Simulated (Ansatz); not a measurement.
# CH5B2FO: one molecule under many settings

How do the results and run time of CH5B2FO respond when the settings are drawn wide?

Program: Ansatz 0.2.0, Gaussian basis. Level of theory: the settings change from run to run. These are calculated values, not measurements.

### 1 The geometry

An earlier PBE0-D4 in a triple-zeta def2 set relaxation fixed the geometry.

SMILES `BB(F)OC`, 10 atoms, charge 0, spin multiplicity 1.

Atoms are counted from 1 here; the program's logs count them from 0.

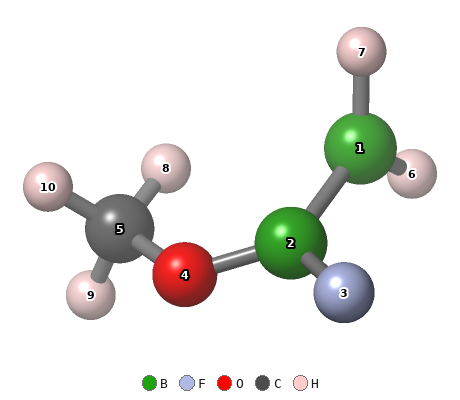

The geometry (boron green, fluorine light blue, oxygen red, carbon dark grey, hydrogen pink); atoms are numbered from 1 in the order of the file.

### 2 RPBE/cc-pVTZ-DK

Options: finite nuclei, D4 dispersion.

The input, in.yaml:

```yaml
crystal:
  periodic: [false, false, false]
  atoms:
    - {symbol: B, position_ang: [0.085125, 0.396767, -1.586026]}
    - {symbol: B, position_ang: [0.518481, -0.868408, -0.543800]}
    - {symbol: F, position_ang: [1.125306, -1.943457, -1.056093]}
    - {symbol: O, position_ang: [0.307107, -0.901477, 0.786999]}
    - {symbol: C, position_ang: [-0.324263, 0.170559, 1.450407]}
    - {symbol: H, position_ang: [-0.980398, 0.432085, -2.131761]}
    - {symbol: H, position_ang: [0.831802, 1.301303, -1.828180]}
    - {symbol: H, position_ang: [-0.614280, 0.974503, 0.762207]}
    - {symbol: H, position_ang: [-1.222077, -0.196022, 1.951443]}
    - {symbol: H, position_ang: [0.356297, 0.583047, 2.197604]}
basis:
  gaussian: {orbitals: cc-pVTZ-DK, nuclear_model: gaussian}
hamiltonian: {xc: {name: RPBE}, dispersion: d4}
```

On the command line:

```bash
ansatz run in.yaml --threads 2 --pin off --events-out ev --progress --plain --max-ram 4352MiB
```

What it wrote:

```text
Functional definition: RPBE
  name "RPBE"
  cite "Hammer, Hansen & Nørskov, Phys. Rev. B 59, 7413 (1999) doi:10.1103/PhysRevB.59.7413"
  cite "Perdew, Burke & Ernzerhof, Phys. Rev. Lett. 77, 3865 (1996) doi:10.1103/PhysRevLett.77.3865"
  parameter kappa = 0.804
  parameter beta = 0.06672455060314922
  exchange = rpbe_x(kappa = kappa, mu = beta*pi^2/3)
  correlation = pbe_c(beta = beta)
1204 factors; their error is unknown
mean field evaluation 1: about -7236.4389 eV, gradient 5.9e1 eV
mean field evaluation 2: about -7222.2509 eV, gradient 1.0e2 eV
mean field evaluation 4: about -7243.3817 eV, gradient 7.1e0 eV
mean field evaluation 8: about -7243.4667 eV, gradient 3.4e-1 eV
mean field evaluation 16: about -7243.4270 eV, gradient 2.5e-4 eV
mean field -7243.42701429 eV, -266.1910330040 hartree, gradient 7.1e-5 eV, S^2 0.000000; 0 other end points of the search recorded, 0 dependent functions left out
reference -7243.42705746 eV, -266.1910345904 hartree; 19, 19 occupied and 201, 201 virtual orbitals, 1204 factors
Total energy: -7244.02035218 eV, -266.2128377691 hartree
Relativity: scalar
```

Wall time 2.8 s (2 threads of Arm Neoverse V1, shared host).

### 3 PBE0-DH/6-31++G**

Options: coordinates scaled by 0.96, high accuracy, the search for lower states set to off.

The input, in.yaml:

```yaml
crystal:
  periodic: [false, false, false]
  atoms:
    - {symbol: B, position_ang: [0.081720, 0.380896, -1.522585]}
    - {symbol: B, position_ang: [0.497741, -0.833671, -0.522048]}
    - {symbol: F, position_ang: [1.080293, -1.865719, -1.013850]}
    - {symbol: O, position_ang: [0.294823, -0.865418, 0.755519]}
    - {symbol: C, position_ang: [-0.311293, 0.163737, 1.392391]}
    - {symbol: H, position_ang: [-0.941182, 0.414802, -2.046491]}
    - {symbol: H, position_ang: [0.798530, 1.249251, -1.755053]}
    - {symbol: H, position_ang: [-0.589708, 0.935522, 0.731719]}
    - {symbol: H, position_ang: [-1.173194, -0.188181, 1.873385]}
    - {symbol: H, position_ang: [0.342045, 0.559725, 2.109700]}
basis:
  gaussian: {orbitals: "6-31++G**"}
hamiltonian: {xc: {name: PBE0-DH}}
accuracy: high
scf: {lower_state_search: off}
```

The command is unchanged.

What it wrote, shortened:

```text
Functional definition: PBE0-DH
  name "PBE0-DH"
  cite "Brémond & Adamo, J. Chem. Phys. 135, 024106 (2011) doi:10.1063/1.3604569"
  cite "Perdew, Burke & Ernzerhof, Phys. Rev. Lett. 77, 3865 (1996) doi:10.1103/PhysRevLett.77.3865"
[...]
2670 factors; integrals over basis functions are off by at most 3.3e-9 eV
[...]
mean field -7224.95270682 eV, -265.5121147268 hartree, gradient 2.0e-8 eV, S^2 0.000000; 0 other end points of the search recorded, 0 dependent functions left out
5 core orbitals not correlated: weight in the atoms' cores, before any rotation towards them, 1.000 or more for the frozen orbitals, at most 0.000 for the correlated occupied ones
reference -7224.95271092 eV, -265.5121148774 hartree; 14, 14 occupied and 106, 106 virtual orbitals, 2670 factors
second order -21.89170239 eV of doubles, -0.00000000 eV of singles
Total energy: -7227.68917372 eV, -265.6126780304 hartree
Checks for a lower state left out: stability, starts, cluster_reference, orbital_swaps, neighbouring_geometries, increment
```

Wall time 7 s (2 threads of Arm Neoverse V1, shared host); peak memory 0.48 GiB.

### 4 revPBE0/6-31++G**

Options: multiplicity 3.

The input, in.yaml:

```yaml
crystal:
  periodic: [false, false, false]
  atoms:
    - {symbol: B, position_ang: [0.085125, 0.396767, -1.586026]}
    - {symbol: B, position_ang: [0.518481, -0.868408, -0.543800]}
    - {symbol: F, position_ang: [1.125306, -1.943457, -1.056093]}
    - {symbol: O, position_ang: [0.307107, -0.901477, 0.786999]}
    - {symbol: C, position_ang: [-0.324263, 0.170559, 1.450407]}
    - {symbol: H, position_ang: [-0.980398, 0.432085, -2.131761]}
    - {symbol: H, position_ang: [0.831802, 1.301303, -1.828180]}
    - {symbol: H, position_ang: [-0.614280, 0.974503, 0.762207]}
    - {symbol: H, position_ang: [-1.222077, -0.196022, 1.951443]}
    - {symbol: H, position_ang: [0.356297, 0.583047, 2.197604]}
basis:
  gaussian: {orbitals: "6-31++G**"}
magnetization: {spin_polarized: true, initial_magnetization: 2}
hamiltonian: {xc: {name: revPBE0}}
output: {forces: true}
```

The command is unchanged.

What it wrote, shortened:

```text
Functional definition: revPBE0
  name "revPBE0"
  cite "Zhang & Yang, Phys. Rev. Lett. 80, 890 (1998) doi:10.1103/PhysRevLett.80.890"
  cite "Adamo & Barone, J. Chem. Phys. 110, 6158 (1999) doi:10.1063/1.478522"
  cite "Perdew, Burke & Ernzerhof, Phys. Rev. Lett. 77, 3865 (1996) doi:10.1103/PhysRevLett.77.3865"
[...]
1100 factors; integrals over basis functions are off by at most 8.1e-4 eV
[...]
mean field -7229.62550196 eV, -265.6838367807 hartree, gradient 2.5e-5 eV, S^2 2.005152; 2 other end points of the search recorded, 0 dependent functions left out
[...]
reference -7229.62558904 eV, -265.6838399810 hartree; 20, 18 occupied and 105, 107 virtual orbitals, 1100 factors
Total energy: -7229.62558904 eV, -265.6838399810 hartree
Atom 0 at     0.085125     0.396767    -1.586026 Å, force    -0.844749     2.429266    -1.933793 eV/Å
Atom 1 at     0.518481    -0.868408    -0.543800 Å, force     1.003151    -2.444676     1.044661 eV/Å
Atom 2 at     1.125306    -1.943457    -1.056093 Å, force    -0.172371     0.464255    -0.283510 eV/Å
Atom 3 at     0.307107    -0.901477     0.786999 Å, force    -0.141346     0.624516    -0.962201 eV/Å
Atom 4 at    -0.324263     0.170559     1.450407 Å, force    -0.549110     0.814894     0.854414 eV/Å
Atom 5 at    -0.980398     0.432085    -2.131761 Å, force    -0.531631    -1.107351     0.485268 eV/Å
Atom 6 at     0.831802     1.301303    -1.828180 Å, force     1.031501    -0.360672     0.742791 eV/Å
Atom 7 at    -0.614280     0.974503     0.762207 Å, force     0.099877    -0.178258    -0.041362 eV/Å
Atom 8 at    -1.222077    -0.196022     1.951443 Å, force     0.002496    -0.147796     0.040925 eV/Å
Atom 9 at     0.356297     0.583047     2.197604 Å, force     0.102182    -0.094177     0.052807 eV/Å
Dipole moment:    -0.170169     0.162822     0.533824 e Å
```

Wall time 6 s (2 threads of Arm Neoverse V1, shared host); peak memory 0.32 GiB.

Largest force 3.218 eV/Å, dipole 2.80 D, ⟨S²⟩ 2.005.

### 5 r2SCAN/aug-pcseg-2

This run has coordinates scaled by 0.96.

The input, in.yaml:

```yaml
crystal:
  periodic: [false, false, false]
  atoms:
    - {symbol: B, position_ang: [0.081720, 0.380896, -1.522585]}
    - {symbol: B, position_ang: [0.497741, -0.833671, -0.522048]}
    - {symbol: F, position_ang: [1.080293, -1.865719, -1.013850]}
    - {symbol: O, position_ang: [0.294823, -0.865418, 0.755519]}
    - {symbol: C, position_ang: [-0.311293, 0.163737, 1.392391]}
    - {symbol: H, position_ang: [-0.941182, 0.414802, -2.046491]}
    - {symbol: H, position_ang: [0.798530, 1.249251, -1.755053]}
    - {symbol: H, position_ang: [-0.589708, 0.935522, 0.731719]}
    - {symbol: H, position_ang: [-1.173194, -0.188181, 1.873385]}
    - {symbol: H, position_ang: [0.342045, 0.559725, 2.109700]}
basis:
  gaussian: {orbitals: aug-pcseg-2}
hamiltonian: {xc: {name: r2SCAN}}
```

Launched as before.

What it wrote:

```text
Functional definition: r2SCAN
  name "r2SCAN"
  cite "Furness, Kaplan, Ning, Perdew & Sun, J. Phys. Chem. Lett. 11, 8208 (2020) doi:10.1021/acs.jpclett.0c02405"
  cite "Furness, Kaplan, Ning, Perdew & Sun, J. Phys. Chem. Lett. 11, 9248 (2020) doi:10.1021/acs.jpclett.0c03077"
  parent r2scan
  parameter k0 = 0.174
  parameter k1 = 0.065
  parameter a1 = 4.9479
  exchange = r2scan_x(k0 = k0, k1 = k1, a1 = a1)
  correlation = r2scan_c
1295 factors; their error is unknown
mean field evaluation 1: about -7226.8181 eV, gradient 6.4e1 eV
mean field evaluation 2: about -7218.9905 eV, gradient 9.1e1 eV
mean field evaluation 4: about -7235.1338 eV, gradient 4.9e0 eV
mean field evaluation 8: about -7235.1868 eV, gradient 2.5e-1 eV
mean field evaluation 16: about -7235.1232 eV, gradient 9.4e-5 eV
mean field -7235.12315233 eV, -265.8858717055 hartree, gradient 6.0e-5 eV, S^2 0.000000; 0 other end points of the search recorded, 0 dependent functions left out
reference -7235.12317421 eV, -265.8858725095 hartree; 19, 19 occupied and 326, 326 virtual orbitals, 1295 factors
Total energy: -7235.12317421 eV, -265.8858725095 hartree
```

It took 13 s on 2 threads of Arm Neoverse V1, shared host; peak memory 0.52 GiB.

### 6 B3LYP5/cc-pVTZ

Options: high accuracy.

The input, in.yaml:

```yaml
crystal:
  periodic: [false, false, false]
  atoms:
    - {symbol: B, position_ang: [0.085125, 0.396767, -1.586026]}
    - {symbol: B, position_ang: [0.518481, -0.868408, -0.543800]}
    - {symbol: F, position_ang: [1.125306, -1.943457, -1.056093]}
    - {symbol: O, position_ang: [0.307107, -0.901477, 0.786999]}
    - {symbol: C, position_ang: [-0.324263, 0.170559, 1.450407]}
    - {symbol: H, position_ang: [-0.980398, 0.432085, -2.131761]}
    - {symbol: H, position_ang: [0.831802, 1.301303, -1.828180]}
    - {symbol: H, position_ang: [-0.614280, 0.974503, 0.762207]}
    - {symbol: H, position_ang: [-1.222077, -0.196022, 1.951443]}
    - {symbol: H, position_ang: [0.356297, 0.583047, 2.197604]}
basis:
  gaussian: {orbitals: cc-pVTZ}
hamiltonian: {xc: {name: B3LYP5}}
accuracy: high
```

Launched as before.

What it wrote, shortened:

```text
Functional definition: B3LYP5
  name "B3LYP5"
  cite "Stephens, Devlin, Chabalowski & Frisch, J. Phys. Chem. 98, 11623 (1994) doi:10.1021/j100096a001"
  cite "Becke, Phys. Rev. A 38, 3098 (1988) doi:10.1103/PhysRevA.38.3098"
  cite "Lee, Yang & Parr, Phys. Rev. B 37, 785 (1988) doi:10.1103/PhysRevB.37.785"
  cite "Vosko, Wilk & Nusair, Can. J. Phys. 58, 1200 (1980) doi:10.1139/p80-159"
[...]
3950 factors; integrals over basis functions are off by at most 7.4e-9 eV
[...]
mean field -7235.83971545 eV, -265.9122049144 hartree, gradient 7.5e-8 eV, S^2 0.000000; 0 other end points of the search recorded, 0 dependent functions left out
reference -7235.83975872 eV, -265.9122065047 hartree; 19, 19 occupied and 201, 201 virtual orbitals, 3950 factors
Total energy: -7235.83975872 eV, -265.9122065047 hartree
```

Run time: 18 s. Hardware: 2 threads of Arm Neoverse V1, shared host; peak memory 1.3 GiB.

### 7 B3LYP/6-31G*

in.yaml: that of step 6 with these lines changed.

```diff
@@ -14,4 +14,3 @@
 basis:
-  gaussian: {orbitals: cc-pVTZ}
-hamiltonian: {xc: {name: B3LYP5}}
-accuracy: high
+  gaussian: {orbitals: "6-31G*"}
+hamiltonian: {xc: {name: B3LYP}}
```

Launched as before.

What it wrote, shortened:

```text
Functional definition: B3LYP
  name "B3LYP"
  cite "Stephens, Devlin, Chabalowski & Frisch, J. Phys. Chem. 98, 11623 (1994) doi:10.1021/j100096a001"
  cite "Becke, Phys. Rev. A 38, 3098 (1988) doi:10.1103/PhysRevA.38.3098"
  cite "Lee, Yang & Parr, Phys. Rev. B 37, 785 (1988) doi:10.1103/PhysRevB.37.785"
  cite "Vosko, Wilk & Nusair, Can. J. Phys. 58, 1200 (1980) doi:10.1139/p80-159"
[...]
936 factors; their error is unknown
[...]
mean field -7236.67777940 eV, -265.9430031964 hartree, gradient 3.9e-5 eV, S^2 0.000000; 0 other end points of the search recorded, 0 dependent functions left out
reference -7236.67798560 eV, -265.9430107743 hartree; 19, 19 occupied and 66, 66 virtual orbitals, 936 factors
Total energy: -7236.67798560 eV, -265.9430107743 hartree
```

Run time: 1.3 s. Hardware: 2 threads of Arm Neoverse V1, shared host.

### 8 MP2/def2-TZVPD

Set apart from the defaults: correlated electrons set to outside_noble_gas.

in.yaml: that of step 7 with these lines changed.

```diff
@@ -14,3 +14,5 @@
 basis:
-  gaussian: {orbitals: "6-31G*"}
-hamiltonian: {xc: {name: B3LYP}}
+  gaussian: {orbitals: def2-TZVPD}
+hamiltonian: {xc: {name: HF}}
+correlation: {method: mp2, electrons: outside_noble_gas}
+output: {forces: true}
```

Same command.

What it wrote, shortened:

```text
Functional definition: HF
  name "HF"
  cite "Fock, Z. Phys. 61, 126 (1930) doi:10.1007/BF01340294"
  parent pbe
[...]
1587 factors; integrals over basis functions are off by at most 1.4e-3 eV
[...]
mean field -7200.92310765 eV, -264.6290432450 hartree, gradient 1.8e-6 eV, S^2 0.000000; 0 other end points of the search recorded, 0 dependent functions left out
5 core orbitals not correlated: weight in the atoms' cores, before any rotation towards them, 1.000 or more for the frozen orbitals, at most 0.000 for the correlated occupied ones
reference -7200.92310765 eV, -264.6290432450 hartree; 14, 14 occupied and 217, 217 virtual orbitals, 1587 factors
second order -22.83309498 eV of doubles, -0.00000000 eV of singles
[...]
Total energy: -7223.75620263 eV, -265.4681440087 hartree
Atom 0 at     0.085125     0.396767    -1.586026 Å, force    -0.068264     0.207626    -0.181374 eV/Å
Atom 1 at     0.518481    -0.868408    -0.543800 Å, force    -0.047231     0.147647    -0.157368 eV/Å
Atom 2 at     1.125306    -1.943457    -1.056093 Å, force     0.146761    -0.258590    -0.122588 eV/Å
Atom 3 at     0.307107    -0.901477     0.786999 Å, force     0.114286    -0.313992     0.222051 eV/Å
Atom 4 at    -0.324263     0.170559     1.450407 Å, force    -0.211059     0.368637     0.189117 eV/Å
Atom 5 at    -0.980398     0.432085    -2.131761 Å, force     0.068187    -0.015862     0.051712 eV/Å
Atom 6 at     0.831802     1.301303    -1.828180 Å, force    -0.042405    -0.067352     0.032917 eV/Å
Atom 7 at    -0.614280     0.974503     0.762207 Å, force     0.016061    -0.045107     0.041218 eV/Å
Atom 8 at    -1.222077    -0.196022     1.951443 Å, force     0.050474     0.007741    -0.031984 eV/Å
Atom 9 at     0.356297     0.583047     2.197604 Å, force    -0.026811    -0.030748    -0.043702 eV/Å
Dipole moment:    -0.245103     0.434170     0.207041 e Å
```

Wall time 15 s (2 threads of Arm Neoverse V1, shared host); peak memory 0.74 GiB.

Largest force 0.465 eV/Å, dipole 2.59 D.

### 9 CCSD(T)/def2-SVPD

Set apart from the defaults: charge -1, multiplicity 2, restricted open-shell orbitals, a grid of angular degree 47.

in.yaml: that of step 8 with these lines changed.

```diff
@@ -14,5 +14,6 @@
 basis:
-  gaussian: {orbitals: def2-TZVPD}
+  gaussian: {orbitals: def2-SVPD, final_grid: {core_spheres: 20, valence_spheres: 16, degree: 47}}
+total_charge: -1
+magnetization: {spin_polarized: false, initial_magnetization: 1}
 hamiltonian: {xc: {name: HF}}
-correlation: {method: mp2, electrons: outside_noble_gas}
-output: {forces: true}
+correlation: {method: ccsd_t}
```

Same command.

What it wrote, shortened:

```text
Functional definition: HF
  name "HF"
  cite "Fock, Z. Phys. 61, 126 (1930) doi:10.1007/BF01340294"
  parent pbe
[...]
1437 factors; integrals over basis functions are off by at most 1.0e-3 eV
[...]
mean field -7191.87913912 eV, -264.2966835318 hartree, gradient 1.8e-6 eV, S^2 0.750000; 2 other end points of the search recorded, 0 dependent functions left out
determinant -7191.87913912 eV, -264.2966835318 hartree, with singles and doubles -7212.74631525 eV, -265.0635381105 hartree
determinant -7190.58352980 eV, -264.2490707675 hartree, with singles and doubles -7211.08121390 eV, -265.0023467644 hartree
5 core orbitals not correlated: weight in the atoms' cores, before any rotation towards them, 1.000 or more for the frozen orbitals, at most 0.000 for the correlated occupied ones
reference -7191.87913912 eV, -264.2966835318 hartree; 15, 14 occupied and 126, 127 virtual orbitals, 1437 factors
second order -19.64557076 eV of doubles, -0.04364944 eV of singles
cycle   1  -20.79975814 eV  change   -6.1e-1 eV  update   4.0e-2
[...]
cycle  10  -20.85483912 eV  change    1.0e-5 eV  update   3.6e-5
perturbative correction -0.61462078 eV, -0.0225868972 hartree
Total energy: -7213.34859902 eV, -265.0856716307 hartree
```

Run time: 2.8 min. Hardware: 2 threads of Arm Neoverse V1, shared host; peak memory 3 GiB.

T1 0.016.

### 10 B2GP-PLYP/def2-TZVP

This run has the search for lower states set to light.

in.yaml: that of step 9 with these lines changed.

```diff
@@ -14,6 +14,4 @@
 basis:
-  gaussian: {orbitals: def2-SVPD, final_grid: {core_spheres: 20, valence_spheres: 16, degree: 47}}
-total_charge: -1
-magnetization: {spin_polarized: false, initial_magnetization: 1}
-hamiltonian: {xc: {name: HF}}
-correlation: {method: ccsd_t}
+  gaussian: {orbitals: def2-TZVP}
+hamiltonian: {xc: {name: B2GP-PLYP}}
+scf: {lower_state_search: light}
```

Same command.

What it wrote, shortened:

```text
Functional definition: B2GP-PLYP
  name "B2GP-PLYP"
  cite "Karton, Tarnopolsky, Lamère, Schatz & Martin, J. Phys. Chem. A 112, 12868 (2008) doi:10.1021/jp801805p"
  cite "Becke, Phys. Rev. A 38, 3098 (1988) doi:10.1103/PhysRevA.38.3098"
  cite "Lee, Yang & Parr, Phys. Rev. B 37, 785 (1988) doi:10.1103/PhysRevB.37.785"
[...]
1258 factors; integrals over basis functions are off by at most 1.4e-3 eV
[...]
mean field -7223.49980200 eV, -265.4587214596 hartree, gradient 2.2e-6 eV, S^2 0.000000; 0 other end points of the search recorded, 0 dependent functions left out
5 core orbitals not correlated: weight in the atoms' cores, before any rotation towards them, 1.000 or more for the frozen orbitals, at most 0.000 for the correlated occupied ones
reference -7223.49992903 eV, -265.4587261276 hartree; 14, 14 occupied and 166, 166 virtual orbitals, 1258 factors
second order -25.93622296 eV of doubles, -0.00000000 eV of singles
Total energy: -7232.83696929 eV, -265.8018560285 hartree
```

Run time: 5.5 s. Hardware: 2 threads of Arm Neoverse V1, shared host; peak memory 0.4 GiB.

### 11 All runs side by side

```csv
level,charge,multiplicity,geometry,functions,energy (eV),time
RPBE/cc-pVTZ-DK,0,1,relaxed,220,-7244.020,2.8 s
PBE0-DH/6-31++G**,0,1,scaled,125,-7227.689,7 s
revPBE0/6-31++G**,0,3,relaxed,125,-7229.626,6 s
r2SCAN/aug-pcseg-2,0,1,scaled,345,-7235.123,13 s
B3LYP5/cc-pVTZ,0,1,relaxed,220,-7235.840,18 s
B3LYP/6-31G*,0,1,relaxed,85,-7236.678,1.3 s
MP2/def2-TZVPD,0,1,relaxed,236,-7223.756,15 s
CCSD(T)/def2-SVPD,-1,2,relaxed,146,-7213.349,2.8 min
B2GP-PLYP/def2-TZVP,0,1,relaxed,185,-7232.837,5.5 s
```

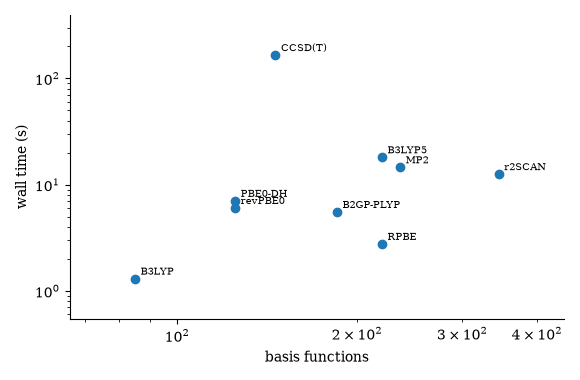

Wall time against the number of basis functions (shared host).

### 12 Results

| quantity | value |
| --- | --- |
| runs | 9 |
| quickest | B3LYP/6-31G*, 1.3 s |
| slowest | CCSD(T)/def2-SVPD, 2.8 min |
| spread of total energies, same state and geometry | 20.3 eV |

In words: Run time spans a factor of 127, from B3LYP/6-31G* to CCSD(T)/def2-SVPD. The jobs differ in tasks and options as well as level. The totals spread over 20 eV; they can't be compared across methods or bases. At the PBE0-D4/def2-TZVP geometry and in the same state, runs without warnings or point charges leave forces up to 0.46 eV/Å (MP2/def2-TZVPD).
